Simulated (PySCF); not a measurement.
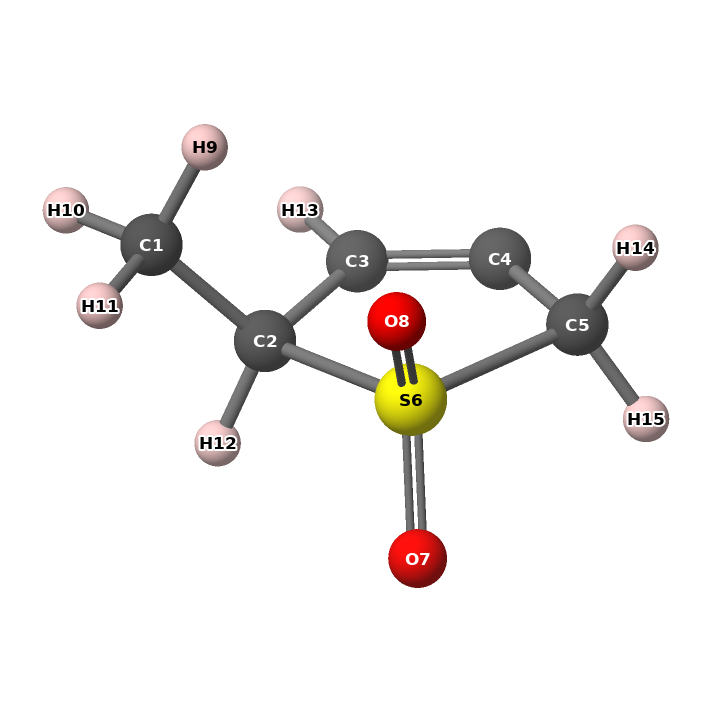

Charge 0, doublet. Computed geometry: GFN2-xTB optimisation. No frequency run is at hand to confirm it as a minimum. Method: UKS B3LYP, pcH-1 on C H O S, non-relativistic (PySCF 2.14.0).

Give the isotropic hyperfine couplings (Fermi-contact term alone) of C1, C2, C3, C4, C5, S6, O7, O8, H9, H10, H11, H12, H13, H14, H15.

| atom | isotope | a_iso (MHz) |
| --- | --- | --- |
| C1 | 13C | −5.8 |
| C2 | 13C | 31.1 |
| C3 | 13C | 9.6 |
| C4 | 13C | 357.1 |
| C5 | 13C | 23.8 |
| S6 | 33S | 53.4 |
| O7 | 17O | −2.9 |
| O8 | 17O | −2.8 |
| H9 | 1H | 1.2 |
| H10 | 1H | 2.8 |
| H11 | 1H | 9.4 |
| H12 | 1H | −10.9 |
| H13 | 1H | 80.6 |
| H14 | 1H | 18.9 |
| H15 | 1H | 13.1 |
